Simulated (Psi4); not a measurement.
# GaHCl2O (SMILES [OH][Ga]([Cl])[Cl]) at B3LYP/6-31G(d) (spherical functions)

What is the energy change on altering one bond length of GaHCl2O at B3LYP/6-31G* (spherical functions)? 

The calculation is run with Psi4 1.11.

### 1 The system as given

The species is GaHCl2O (5 atoms), meant as a singlet with charge 0. As SMILES, `[OH][Ga]([Cl])[Cl]`. Geometry: relaxed at PBE0-D4/def2-TZVP.

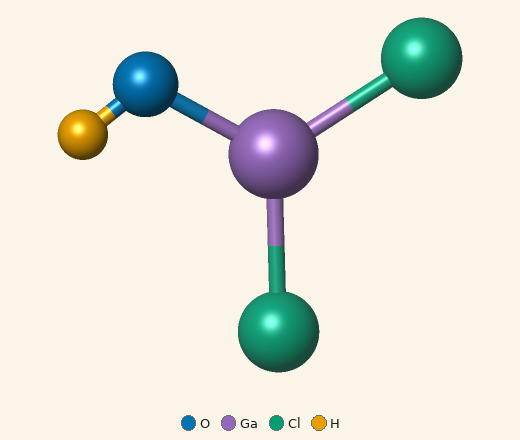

The structure, seen from a chosen angle (oxygen blue, gallium purple, chlorine teal, hydrogen amber).

### 2 The energy at B3LYP/6-31G(d) (spherical functions)

cl2gaho_ase.py

```python
import numpy as np
from ase.calculators.psi4 import Psi4
from ase import Atoms

a = Atoms(['O', 'Ga', 'Cl', 'Cl', 'H'], positions=[
    [0.254500, 1.354600, 0.245900],
    [0.118500, -0.394500, 0.056800],
    [1.500000, -1.634900, 1.057700],
    [-1.407900, -1.236300, -1.155800],
    [-0.415200, 1.837400, -0.246000],
])
calc = Psi4(atoms=a, method='b3lyp', basis='6-31G*', memory='2200MB', num_threads=1, charge=0, multiplicity=1, label='calc')
calc.psi4.set_options({'puream': True, 'e_convergence': 1e-09, 'd_convergence': 1e-08, 'scf_type': 'pk', 'dft_radial_points': 99, 'dft_spherical_points': 590})
a.calc = calc

print(f'energy: {a.get_potential_energy():.6f} eV')
```

Run with:

```sh
$ python cl2gaho_ase.py
```

calc.dat:

```text
[...]
  Running in c1 symmetry.
[...]
  Nuclear repulsion =  438.684256215280755
[...]
  Multiplicity = 1
[...]
  Nalpha       = 37
  Nbeta        = 37
[...]
    Number of basis functions: 84
[...]
   @RKS iter   1: -2918.88361891435261   -1.23361e+00   3.62683e-02 DIIS/ADIIS
[...]
   @RKS iter  14: -2920.96357609839470    0.00000e+00   2.98647e-09 DIIS
[...]
    Orbital Energies [Eh]
    ---------------------
    Doubly Occupied:
       1A   -372.622763     2A   -101.536108     3A   -101.535116
       4A    -46.014481     5A    -40.771838     6A    -40.768472
       7A    -40.767252     8A    -19.171473     9A     -9.469217
      10A     -9.468307    11A     -7.229748    12A     -7.229049
      13A     -7.224028    14A     -7.223344    15A     -7.223056
      16A     -7.222240    17A     -5.590410    18A     -3.877068
      19A     -3.871364    20A     -3.868442    21A     -1.019666
      22A     -0.918163    23A     -0.915556    24A     -0.907286
      25A     -0.905191    26A     -0.892914    27A     -0.826084
      28A     -0.813025    29A     -0.527605    30A     -0.455316
      31A     -0.398282    32A     -0.369828    33A     -0.365108
      34A     -0.339291    35A     -0.338920    36A     -0.334018
[...]
  @RKS Final Energy: -2920.96357609839470
   => Energetics <=
    Nuclear Repulsion Energy =            438.6842562152807545
    One-Electron Energy =               -4932.5531030718320835
    Two-Electron Energy =                1686.1592719763211790
    DFT Exchange-Correlation Energy =    -113.2540012181640350
    Empirical Dispersion Energy =           0.0000000000000000
    VV10 Nonlocal Energy =                  0.0000000000000000
    Total Energy =                      -2920.9635760983942419
[...]
 Multipole Moments:
 ------------------------------------------------------------------------------------
     Multipole            Electronic (a.u.)      Nuclear  (a.u.)        Total (a.u.)
 ------------------------------------------------------------------------------------
 L = 1.  Multiply by 2.5417464519 to convert [e a0] to [Debye]
 Dipole X            :          0.1505009           -0.5305625           -0.3800616
 Dipole Y            :         -1.5249045            1.9761843            0.4512798
 Dipole Z            :          0.0416791           -0.3124848           -0.2708057
 Magnitude           :                                                    0.6491810
[...]
```

On the terminal:

```text
energy: -79483.467432 eV
```

Run time: 18 s. Hardware: 1 thread of Intel Xeon Platinum 8259CL at 2.50GHz (Skylake/Cascade Lake), shared host; peak memory 0.84 GiB.

### 3 The distorted shape

run.py

```python
import psi4

psi4.set_memory('2200 MB')
psi4.set_num_threads(1)
psi4.set_output_file('output.dat', False)

m = psi4.geometry("""
0 1
O      0.589329     1.113215     0.491835
Ga     0.453329    -0.635885     0.302735
Cl     1.834829    -1.876285     1.303635
Cl    -1.073071    -1.477685    -0.909865
H     -0.415200     1.837400    -0.246000
symmetry c1
""")

options = {'reference': 'rks', 'puream': True, 'e_convergence': 1e-09, 'd_convergence': 1e-08, 'scf_type': 'pk', 'dft_radial_points': 99, 'dft_spherical_points': 590}
psi4.set_options(options)

e_tot, wfn = psi4.energy('b3lyp/6-31G*', return_wfn=True)
psi4.oeprop(wfn, 'MAYER_INDICES', 'MULLIKEN_CHARGES', 'LOWDIN_CHARGES')
print(f'b3lyp/6-31G* energy: {e_tot:.10f} Eh')
for k, v in sorted(psi4.core.scalar_variables().items()):
    print(f'{k:45s} {v:18.10f}')
```

Run with:

```sh
$ python run.py
```

output.dat, shortened:

```text
[...]
  Running in c1 symmetry.
[...]
  Nuclear repulsion =  435.981341025170025
[...]
  Multiplicity = 1
[...]
  Nalpha       = 37
  Nbeta        = 37
[...]
    Number of basis functions: 84
[...]
   @RKS iter   1: -2918.74208833051125   -1.30272e+00   3.63550e-02 ADIIS/DIIS
[...]
   @RKS iter  14: -2920.88312517119766   -1.77351e-11   4.71619e-09 DIIS
[...]
  @RKS Final Energy: -2920.88312517119766
   => Energetics <=
    Nuclear Repulsion Energy =            435.9813410251700247
    One-Electron Energy =               -4927.4769734969158890
    Two-Electron Energy =                1683.7483075594582260
    DFT Exchange-Correlation Energy =    -113.1358002589100522
    Empirical Dispersion Energy =           0.0000000000000000
    VV10 Nonlocal Energy =                  0.0000000000000000
    Total Energy =                      -2920.8831251711976620
[...]
 Multipole Moments:
 ------------------------------------------------------------------------------------
     Multipole            Electronic (a.u.)      Nuclear  (a.u.)        Total (a.u.)
 ------------------------------------------------------------------------------------
 L = 1.  Multiply by 2.5417464519 to convert [e a0] to [Debye]
 Dipole X            :          0.4313984           -0.8605454           -0.4291470
 Dipole Y            :         -1.6634939            2.2140756            0.5505818
 Dipole Z            :          0.2510370           -0.5548603           -0.3038233
 Magnitude           :                                                    0.7613252
[...]
  Mulliken Charges: (a.u.)
   Center  Symbol    Alpha    Beta     Spin     Total
       1     O     4.27651  4.27651  0.00000 -0.55303
       2    GA    15.30747 15.30747  0.00000  0.38505
       3    CL     8.52922  8.52922  0.00000 -0.05844
       4    CL     8.54597  8.54597  0.00000 -0.09193
       5     H     0.34083  0.34083  0.00000  0.31835
   Total alpha = 37.00000, Total beta = 37.00000, Total charge = -0.00000
  Lowdin Charges: (a.u.)
   Center  Symbol    Alpha    Beta     Spin     Total
       1     O     4.18821  4.18821  0.00000 -0.37642
[...]
```

On the terminal:

```text
b3lyp/6-31G* energy: -2920.8831251712 Eh
CURRENT ENERGY                                  -2920.8831251712
CURRENT REFERENCE ENERGY                        -2920.8831251712
DD SOLVATION ENERGY                                 0.0000000000
DFT FUNCTIONAL TOTAL ENERGY                     -2920.8831251712
DFT TOTAL ENERGY                                -2920.8831251712
DFT VV10 ENERGY                                     0.0000000000
DFT XC ENERGY                                    -113.1358002589
GRID ELECTRONS ALPHA                               37.0000004597
GRID ELECTRONS BETA                                37.0000004597
GRID ELECTRONS TOTAL                               74.0000009194
NUCLEAR REPULSION ENERGY                          435.9813410252
ONE-ELECTRON ENERGY                             -4927.4769734969
PCM POLARIZATION ENERGY                             0.0000000000
PE ENERGY                                           0.0000000000
SCF ITERATION ENERGY                            -2920.8831251712
SCF ITERATIONS                                     14.0000000000
SCF TOTAL ENERGY                                -2920.8831251712
TWO-ELECTRON ENERGY                              1683.7483075595
XC GRID RADIAL POINTS                              99.0000000000
XC GRID SPHERICAL POINTS                          590.0000000000
XC GRID TOTAL POINTS                           279073.0000000000
```

Run time: 16 s. Hardware: 1 thread of Intel Xeon Platinum 8259CL at 2.50GHz (Skylake/Cascade Lake), shared host; peak memory 0.79 GiB.

### 4 Outcome

At B3LYP/6-31G* (spherical functions):

| quantity | value |
| --- | --- |
| first shape: total energy | -2920.96358 Eh |
| first shape: dipole moment | 1.65 D |
| first shape: HOMO energy | -9.05 eV |
| first shape: LUMO energy | -2.00 eV |
| first shape: HOMO–LUMO gap | 7.05 eV |
| distorted shape: total energy | -2920.88313 Eh |
| distorted shape: dipole moment | 1.94 D |
| distorted shape: HOMO energy | -8.88 eV |
| distorted shape: LUMO energy | -2.91 eV |
| distorted shape: HOMO–LUMO gap | 5.96 eV |
| energy change with the O1–H5 bond stretched from 0.961 to 1.442 Å | 2.189 eV |

In words: With the O1–H5 bond stretched from 0.961 to 1.442 Å the energy rises by 2.19 eV (50 kcal/mol). The first shape isn't relaxed at this level, so the change isn't measured from a minimum.
